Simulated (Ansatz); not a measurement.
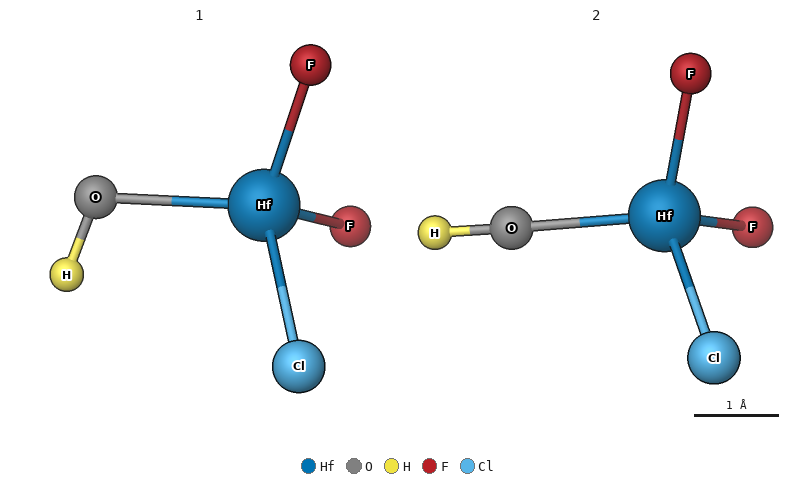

Two geometries of HfHOClF2, drawn at one scale. One is the start of a relaxation, the other its converged end. Style: ball-and-stick. Shown at a tilt.

All numbers below come from RKS PBE0-D4/def2-SVP (Ansatz 0.2.0). Set-up: no spin polarisation; force threshold 0.02 eV/Å; at most 40 steps.

Q: Which geometry has the lower energy?

A: Structure 2 is the relaxed one. The run prepares the start of a later molecular dynamics calculation, from a guessed geometry. The atom that moves furthest after the best rigid fit is the H atom (0.61 Å). By element the largest moves are H 0.61 Å, O 0.43 Å, Cl 0.24 Å, F 0.24 Å, Hf 0.13 Å. Some distances before and after: Hf–O 2.070 → 1.898 Å, Cl–Hf 2.518 → 2.359 Å, F–Hf 1.980 → 1.907 Å, H–O 1.010 → 0.956 Å. Among the angles between lasting bonds that change: Hf–O–H 109.5° → 178.6°. After 7 geometry steps the energy has fallen by 79.9 kJ/mol. Largest force component: 2.4 eV/Å at the start, 0.013 eV/Å at the end.
